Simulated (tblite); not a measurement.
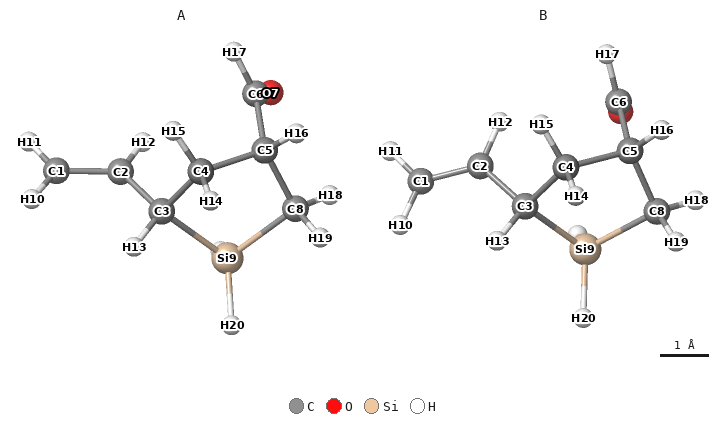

Two geometries of C7H12OSi, drawn at one scale. One is the start of a relaxation, the other its converged end. Style: ball-and-stick. Shown face on.

The calculation used GFN2-xTB geometry optimisation, gas phase (tblite 0.8.0). 

### Which one is relaxed?

Structure B is the relaxed one. Over 139 geometry steps the energy falls by 5.71 kcal/mol. The largest move after the best rigid fit is that of an H atom, 0.78 Å. Largest moves by element: H 0.78 Å, O 0.49 Å, C 0.27 Å, Si 0.21 Å. Among the contacts that change: C–Si 1.973 → 1.930 Å, C–C 1.354 → 1.321 Å, C–C 1.526 → 1.499 Å, C–O 1.226 → 1.200 Å. Among the angles between lasting bonds that change: C–C–H 111.8° → 107.9°, C–C–H 109.0° → 112.7°, Si–C–H 106.6° → 110.2°. Groups turn about C–C by about 30°.
